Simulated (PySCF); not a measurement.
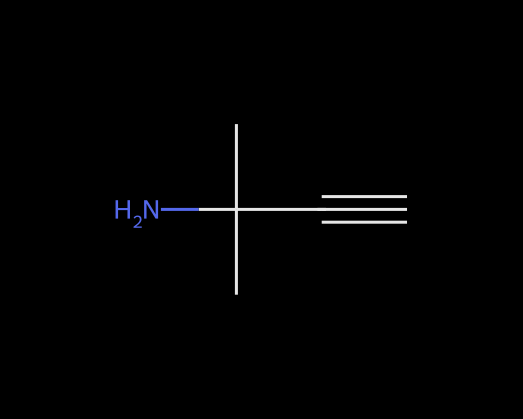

Skeletal drawing of a molecule.

Transcribe the drawing into SMILES.

C#CC(C)(C)N

Give the formula, hydrogens included.

C5H9N.

An optimisation with GFN2-xTB gave a structure of which point group?

Cs.

The parts below concern this one geometry. Atoms keep their numbers from picture to picture. Computed geometry: GFN2-xTB optimisation. No frequency run is at hand to confirm it as a minimum.

### Shape

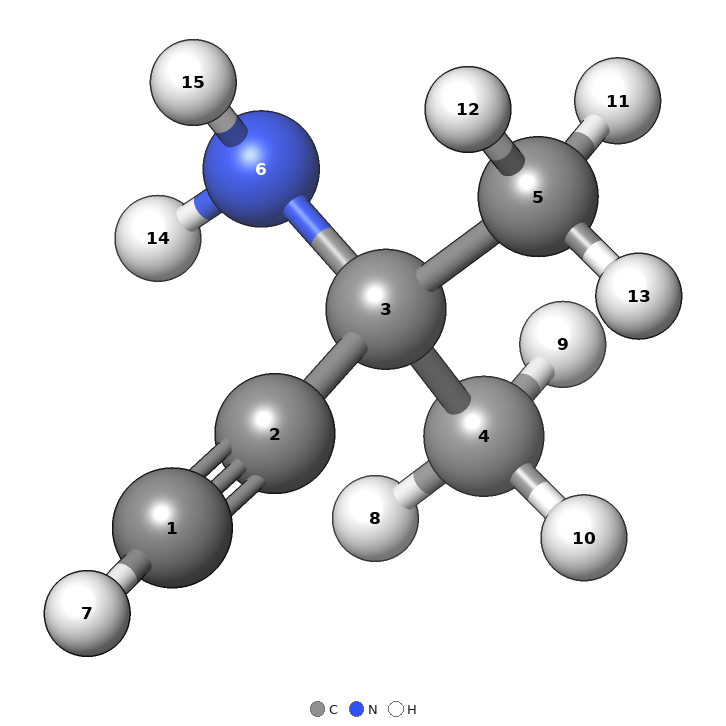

The atoms are numbered. No frequency run is at hand to confirm it as a minimum.

What is the geometry at C4?

C4 has 4 neighbours (C3 at 1.53, H8 at 1.09, H9 at 1.09, H10 at 1.09 Å); the arrangement is tetrahedral.

What is the geometry at N6?

N6 has 3 neighbours (C3 at 1.46, H14 at 1.01, H15 at 1.01 Å); the arrangement is trigonal pyramidal.

How are the neighbours of atom 3 arranged?

C3 has 4 neighbours (C2 at 1.47, C4 at 1.53, C5 at 1.53, N6 at 1.46 Å); the arrangement is tetrahedral.

How are the neighbours of atom 1 arranged?

C1 has 2 neighbours (C2 at 1.20, H7 at 1.05 Å); the arrangement is linear.

### Polarisability

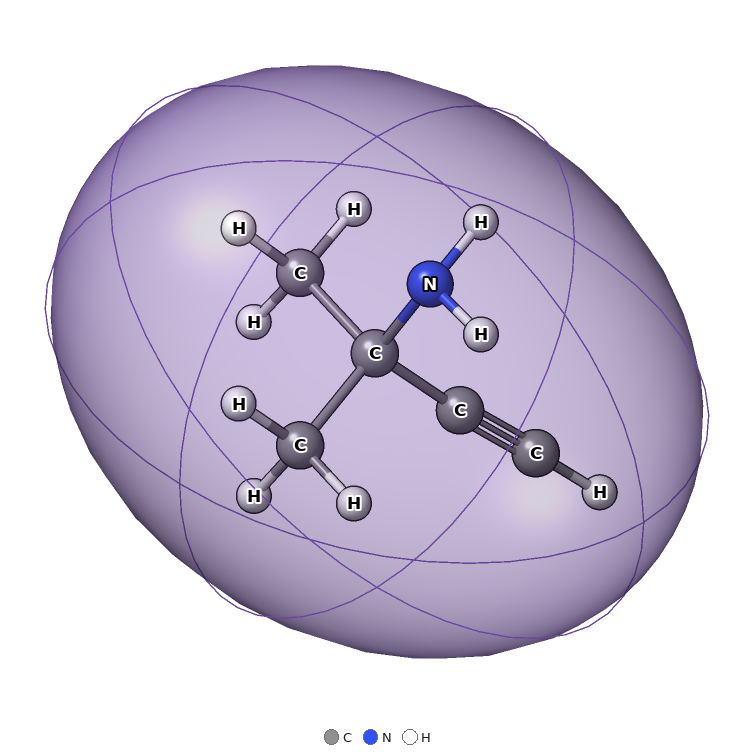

The ellipsoid shows the static dipole polarisability: its half-axes are proportional to the principal values. No frequency run is at hand to confirm it as a minimum. Method: B3LYP/def2-SVPD (PySCF 2.14.0).

Give the principal values, the mean and the anisotropy.

Principal values 61.6, 62.3, 82.2 bohr³; mean 68.7 bohr³ (10.18 Å³); anisotropy 20.2 bohr³, so the longest axis is 1.33 times the shortest.

### Spin–spin coupling

No frequency run is at hand to confirm it as a minimum. Level of theory: B3LYP/pcJ-1 indirect spin-spin coupling, non-relativistic, gas phase (PySCF 2.14.0). Isotopes: 13C, 1H, 15N.

Give the spin–spin coupling constants of these pairs, with the number of bonds between them: C3/N6, N6/H15, C2/N6, C5/N6, N6/H12, N6/H8, N6/H9, N6/H10, N6/H13.

| pair | bonds apart | J (Hz) |
| --- | --- | --- |
| C3, N6 | 1 | −4.0 |
| N6, H15 | 1 | −67.3 |
| C2, N6 | 2 | 1.2 |
| C5, N6 | 2 | −5.2 |
| N6, H12 | 3 | −1.4 |
| N6, H8 | 3 | −1.4 |
| N6, H9 | 3 | −1.4 |
| N6, H10 | 3 | −7.3 |
| N6, H13 | 3 | −7.3 |

### Excitation

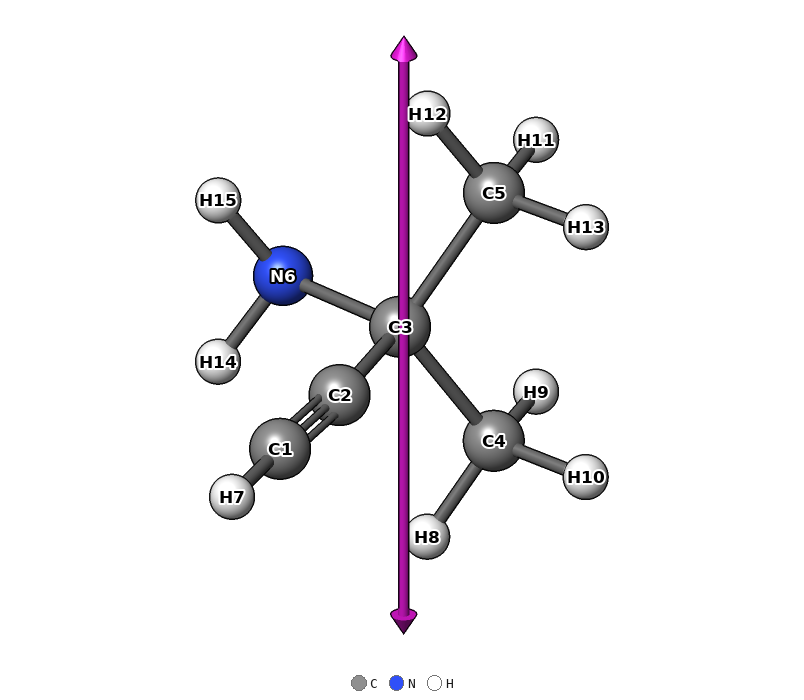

The double arrow shows the direction of the transition dipole to excited singlet state 5 (its length means nothing). No frequency run is at hand to confirm it as a minimum. Properties computed with TDDFT B3LYP/def2-SVPD, vertical, gas phase, core orbitals frozen in the response (PySCF 2.14.0).

Where does the transition lie, and how strong is it?

7.02 eV (177 nm), oscillator strength 0.054, mainly HOMO−1 → LUMO (weight 0.97); transition dipole 1.42 D.
